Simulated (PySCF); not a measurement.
```csv
atom,x (Å),y (Å),z (Å)
C,-1.4142,-0.7811,1.0113
C,-0.8417,-0.3166,-0.3272
C,-1.8820,0.4971,-1.0903
Si,0.7558,0.6919,-0.1102
O,1.8129,-0.2893,0.6521
Si,3.2920,-0.5613,1.2230
F,4.0013,0.8830,1.4048
H,-0.6844,-1.3766,1.5554
H,-1.6870,0.0733,1.6277
H,-2.3077,-1.3867,0.8580
H,-0.6199,-1.2121,-0.9192
H,-2.1504,1.3917,-0.5323
H,-1.4975,0.8076,-2.0592
H,-2.7884,-0.0853,-1.2528
H,0.5602,1.8638,0.7418
H,1.3442,1.0556,-1.4010
H,4.0998,-1.2429,0.2345
```

Geometry: GFN2-xTB.

The calculation used UKS B3LYP, pcH-1 on C F H O Si, non-relativistic, mean-field spin-orbit, GIAO (PySCF 2.14.0, density-fitted response routines).

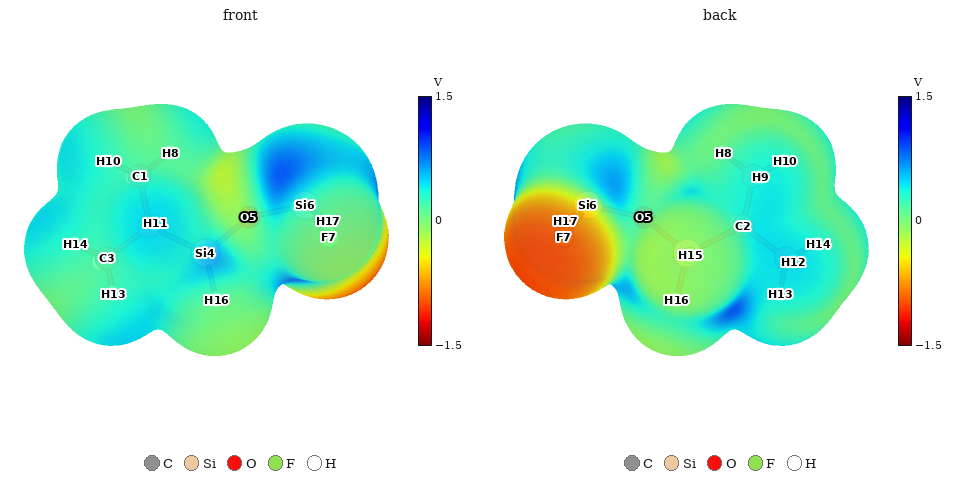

C3H10FOSi2 (SMILES CC(C)[SiH2]O[SiH]F) (doublet). The electrostatic potential painted on the density surface at 0.001 e/bohr³, seen from the front and from behind; the colour scale runs from red (negative) to blue (positive).

### Where is the surface potential most negative and most positive?

The most negative region (about −1.0 V, or −23 kcal/mol for a unit charge) lies over F7, the most positive (about +0.8 V, or +18 kcal/mol for a unit charge) over Si4 and Si6.
